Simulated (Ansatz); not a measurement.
A series of calculations on CH8SeSi

### Relaxation

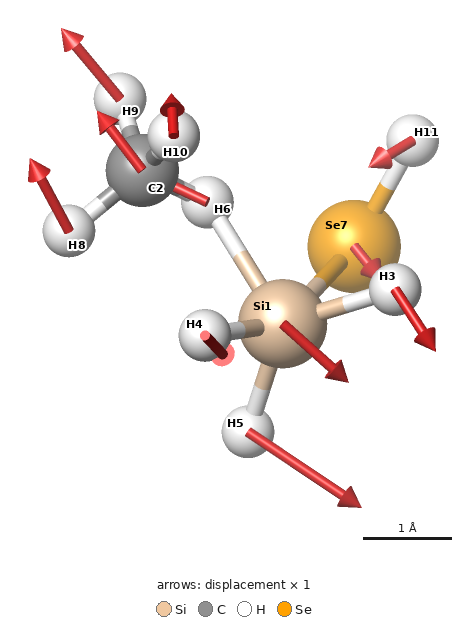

A relaxation of CH$_{8}$SeSi (started from a transition state, displaced along its imaginary mode). The starting structure is drawn; red arrows show the displacements, at their true length. The two geometries are superimposed by the best rigid fit.

The picture is a ball-and-stick view, seen at a tilt.

These are results of Ansatz 0.2.0, RKS PBE0-D4/def2-TZVP, not measurements. (force threshold 0.005 eV/Å; at most 200 steps)

Question: Atoms of which element are displaced furthest, and by how much?

Answer: Hydrogen: up to 1.58 Å, against 1.02 Å for silicon.

Question: What did the optimiser do to the structure, and how much energy did it gain?

Answer: Over 43 accepted moves (52 points after the start) the energy falls by 242.7 kJ/mol. The largest force component goes from 3.3 to 0.004 eV/Å. The line search rejected the trial steps at points 20, 21, 24, 26, 33, 34, 37, 41 and more of the run. The forces were under the threshold at step 31, but the run went on from there. The largest move after the best rigid fit is that of H5, 1.58 Å. By element the largest moves are H 1.58 Å, Si 1.02 Å, C 0.86 Å, Se 0.56 Å. Near-neighbour distances that change, for instance: Si1–H6 1.797 → 3.694 Å, Si1–C2 2.375 → 4.235 Å, H6–Se7 2.313 → 3.392 Å, Si1–Se7 2.568 → 2.279 Å. Among the angles between lasting bonds that change: H4–Si1–Se7 158.6° → 111.6°, H3–Si1–H5 131.0° → 110.0°, H3–Si1–Se7 90.4° → 111.3°. Cost: 2.1 min on 4 threads of Arm Neoverse V1, on a shared host.

### Relaxation

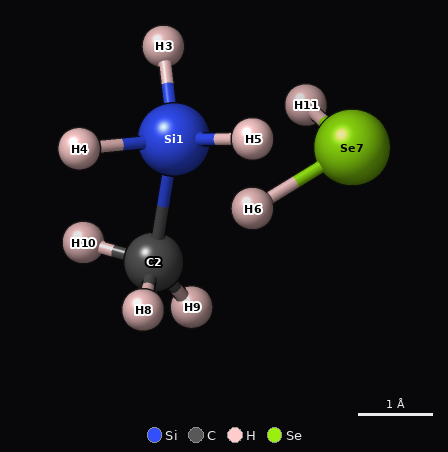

This is the input geometry for a relaxation of CH8SeSi (started from a transition state, displaced along its imaginary mode). The picture is a ball-and-stick view, seen from a free direction.

Method: RKS PBE0-D4/def2-TZVP in Ansatz.

The input:
```yaml
crystal:
  periodic: [false, false, false]
  atoms:
    - {symbol: Si, position_ang: [-0.891570, 0.564155, -0.115758]}
    - {symbol: C, position_ang: [-0.027653, -0.979702, 0.649504]}
    - {symbol: H, position_ang: [-0.881927, 0.697301, -1.600021]}
    - {symbol: H, position_ang: [-2.258102, 0.051376, 0.208619]}
    - {symbol: H, position_ang: [-0.751980, 1.831234, 0.636233]}
    - {symbol: H, position_ang: [0.927035, 0.117177, 0.102054]}
    - {symbol: Se, position_ang: [1.887628, 1.255878, -0.545001]}
    - {symbol: H, position_ang: [-0.481204, -0.942256, 1.642266]}
    - {symbol: H, position_ang: [0.990010, -1.359046, 0.795575]}
    - {symbol: H, position_ang: [-0.518625, -1.723600, 0.021781]}
    - {symbol: H, position_ang: [2.006387, 0.487383, -1.795253]}
basis:
  gaussian: {orbitals: def2-TZVP}
hamiltonian: {xc: pbe0, dispersion: d4}
relax: {f_tol: 0.005, max_steps: 200}
```

Command:
```bash
ansatz run in.yaml --threads 4 --pin off --events-out ev --progress --plain --max-ram 9574MiB
```

### Where does the relaxation end?

The largest move after the best rigid fit is that of H6, 2.08 Å. Largest moves by element: H 2.08 Å, Se 1.02 Å, C 0.50 Å, Si 0.44 Å. Among the contacts that change: C2–H6 1.554 → 4.061 Å, Si1–H6 1.885 → 3.588 Å, Si1–Se7 2.896 → 4.126 Å, H6–Se7 1.624 → 1.467 Å. Bond angles that change, for instance: Si1–C2–H9 138.3° → 110.1°, C2–Si1–H4 92.8° → 111.1°, Si1–C2–H10 96.7° → 110.8°. After 35 accepted moves (39 points after the start) the energy has fallen by 35.5 kcal/mol. Largest force component: 1.5 eV/Å at the start, 0.00069 eV/Å at the end. The line search rejected the trial steps at points 10, 13, 18, 22 of the run. The forces were under the threshold at step 30, but the run went on from there. The run took 97 s on 4 threads of Arm Neoverse V1, on a shared host.

The structure at the end:

```xyz
11

Si   -1.1974    0.2587   -0.0247
C    -0.4303   -1.2639    0.7380
H    -0.8785    0.3472   -1.4767
H    -2.6790    0.2408    0.1181
H    -0.6900    1.4969    0.6292
H     1.9956    1.8955   -0.0542
Se    2.8159    0.8931   -0.7430
H    -0.6648   -1.3245    1.8030
H     0.6556   -1.2347    0.6244
H    -0.8040   -2.1697    0.2554
H     1.8768    0.8605   -1.8695
```

The end point in the same view:

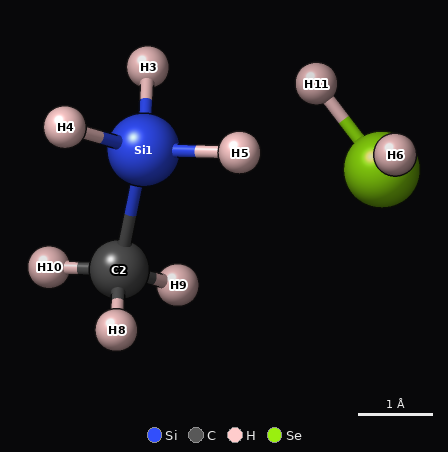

### Reaction

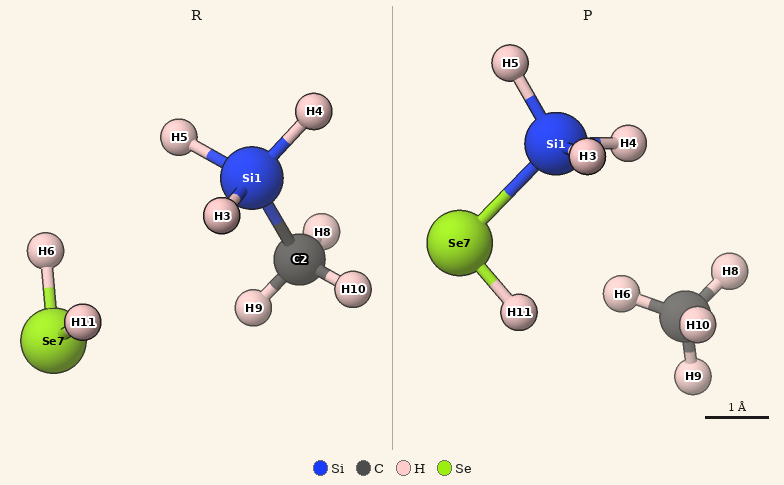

Reactant (R) and product (P) of one elementary step of CH$_{8}$SeSi. A ball-and-stick model, seen at a tilt.

Stationary points at PBE0-D4/def2-TZVP, single-point energies with CCSD(T)/CBS (def2-TZVPP where no basis is named; Ansatz 0.2.0). The energies are electronic, without zero-point or thermal terms, and both ends are the minima reached downhill from the saddle, with any fragments still in contact. CCSD(T)/CBS stands for a frozen-core estimate: MP2 correlation extrapolated from def2-TZVPP and def2-QZVPP, CCSD(T) minus MP2 from the smaller set.

R:
```xyz
11

Si   -1.1991    0.2508   -0.0236
C    -0.4223   -1.2729    0.7270
H    -0.8796    0.3536   -1.4746
H    -2.6807    0.2216    0.1177
H    -0.7007    1.4869    0.6410
H     1.9828    1.9093   -0.0366
Se    2.8104    0.9183   -0.7330
H    -0.6573   -1.3440    1.7913
H     0.6634   -1.2354    0.6147
H    -0.7894   -2.1772    0.2366
H     1.8725    0.8887   -1.8605
```

P:
```xyz
11

Si   -0.9275    1.7376   -0.7504
C     0.4753   -1.8452    1.0193
H    -1.5447    1.3644   -2.0476
H    -1.3660    0.7771    0.2922
H    -1.3298    3.1144   -0.3744
H     0.9163   -0.8545    1.1272
Se    1.3448    1.8233   -0.9096
H    -0.3497   -1.9543    1.7229
H     1.2298   -2.6046    1.2233
H     0.1001   -1.9713    0.0033
H     1.4514    0.4130   -1.3064
```

Predict the saddle point between them and the barrier.

Answer. Counted by bonded pieces, R holds CH₆Si + H₂Se and P holds CH₄ + SiH₄Se. From R over the saddle to P, bonds form: Si1–Se7 (4.13 → 2.73 → 2.28 Å), C2–H6 (4.06 → 1.29 → 1.09 Å). Bonds break: Si1–C2 (1.87 → 2.15 → 4.24 Å), H6–Se7 (1.47 → 1.97 → 3.39 Å). The saddle has one imaginary mode, 862i cm⁻¹. With CCSD(T)/CBS the barrier is 53.9 kcal/mol from R and 69.3 kcal/mol from P, and P lies 15.3 kcal/mol below R.

Saddle geometry:

```xyz
11

Si   -0.8188    0.7084   -0.2008
C     0.0358   -1.0537    0.6823
H    -0.9146    0.7295   -1.6739
H    -2.1133    0.0590    0.2108
H    -0.7736    1.9249    0.6358
H     0.7244   -0.0768    0.2085
Se    1.8058    1.3557   -0.5963
H    -0.4624   -0.9452    1.6437
H     1.0356   -1.4709    0.8518
H    -0.5000   -1.7260    0.0128
H     1.9812    0.4949   -1.7746
```

The saddle point in the same view, with dashed sticks for the bonds that form or break:

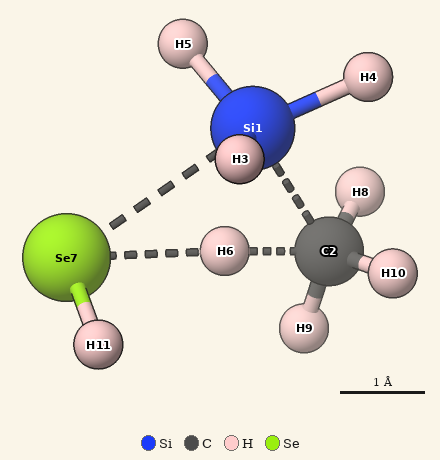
